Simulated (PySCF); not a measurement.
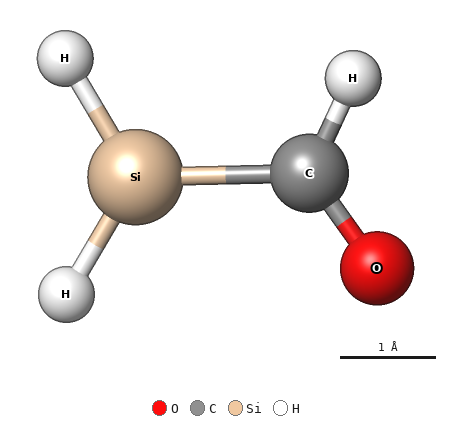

*The structure as given in the input (ball-and-stick view, seen on its broad side).*

# Run report: CH3OSi, EPR calculation

CH3OSi, multiplicity 2, computed with UKS B3LYP, pcH-1 on C H O Si, non-relativistic, mean-field spin-orbit, GIAO (PySCF 2.14.0).

It belongs to a series of runs on one base structure; here: X = H replaced by CHO.

What the program printed
```
UKS, coarse grid
  cycle   1  E = -404.39889100  |g| = 6.08e-01
  cycle   2  E = -402.12139609  |g| = 2.00e+00
  cycle   3  E = -404.55468201  |g| = 9.41e-02
  cycle   4  E = -404.56238894  |g| = 5.86e-02
  cycle   5  E = -404.56446213  |g| = 2.90e-02
  cycle   6  E = -404.56481504  |g| = 1.24e-02
  cycle   7  E = -404.56496398  |g| = 2.64e-03
  cycle   8  E = -404.56497395  |g| = 1.28e-03
  cycle   9  E = -404.56497635  |g| = 5.10e-04
UKS, final grid
  cycle   1  E = -404.56497378  |g| = 4.08e-04
  cycle   2  E = -404.56497386  |g| = 5.69e-04
  cycle   3  E = -404.56497404  |g| = 1.68e-04
  cycle   4  E = -404.56497408  |g| = 1.66e-04
  cycle   5  E = -404.56497411  |g| = 2.12e-05
  cycle   6  E = -404.56497411  |g| = 4.38e-06
internal stability: stable
E = -404.56497411 Eh   <S^2> = 0.7595 (exact 0.7500)
g shifts (ppm)      1          2          3
  rmc          -160       -160       -160
  gc             -9         35         36
  oz_so         -36       1452       4950
  total        -205       1327       4826
hyperfine (MHz)  atom isotope    a_iso     a_fc   dipolar eigenvalues
    0   17O     -15.87     -15.71    -72.12     34.71     37.40
    1   13C     -30.02     -29.99     -5.96      0.02      5.95
    2  29Si    -130.60    -131.73   -171.91     85.67     86.24
    3    1H      -8.34      -8.35     -2.13     -2.13      4.26
    4    1H     -41.25     -41.27    -11.27      3.44      7.83
    5    1H     -41.68     -41.69    -10.64      3.25      7.39
```

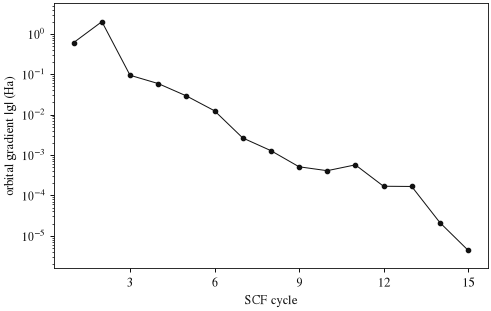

*Convergence of the self-consistent field: orbital gradient |g| against the SCF cycle.*

All cycles printed in the log are drawn one after another.

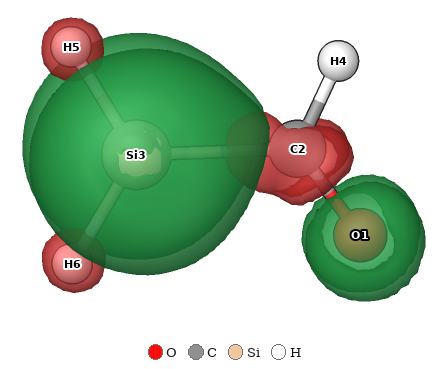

*Isosurfaces of the spin density (α minus β) at +0.015 (green) and −0.015 e/Å³ (red), seen face on.*

The unpaired spin (1 electron) lies mostly on Si3 (about 0.7) and O1 (about 0.2), in electrons by Hirshfeld's partition.

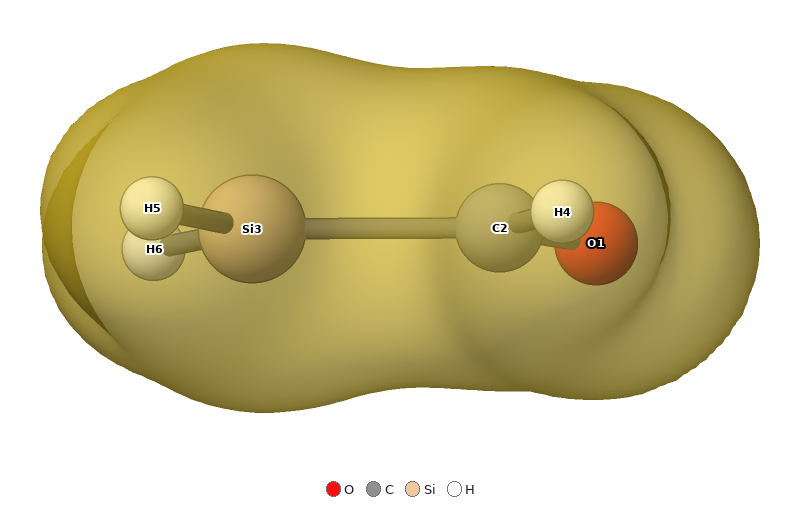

*Isosurface of the electron density at 0.1 e/Å³ (yellow), seen from the side.*

At this value the surface is in one piece. On the grid the lowest density along these lines, outside the cores, is 2.7 e/Å³ (C–O, 1.23 Å), 0.86 e/Å³ (C–Si, 1.85 Å), 1.9 e/Å³ (C–H, 1.11 Å) and 0.84 e/Å³ (Si–H, 1.45 Å).

This output came from the following input.

The input
```
{"job": {"kind": "epr", "basis": "pcH-1"}, "charge": 0, "multiplicity": 2}
O     -1.644475    -1.024994    -0.203399
C     -0.971146    -0.020015     0.017643
Si     0.874077     0.014192    -0.025623
H     -1.482987     0.933977     0.260250
H      1.563701     1.259385     0.259450
H      1.663953    -1.160554    -0.329895
```

The first line tells a small driver script what to run in PySCF; the rest is the geometry in Å.

Launched with:
```bash
OMP_NUM_THREADS=1 python <driver script> task.json out
```

Key numbers

```json
{"quantity": "outcome", "value": "converged"}
{"quantity": "total energy", "value": "−404.564974 hartree"}
{"quantity": "⟨S²⟩", "value": "0.759"}
{"quantity": "isotropic g", "value": "2.0043"}
{"quantity": "hardware", "value": "1 CPU thread, shared host"}
{"quantity": "wall time", "value": "16 s"}
{"quantity": "peak memory", "value": "0.36 GiB"}
```
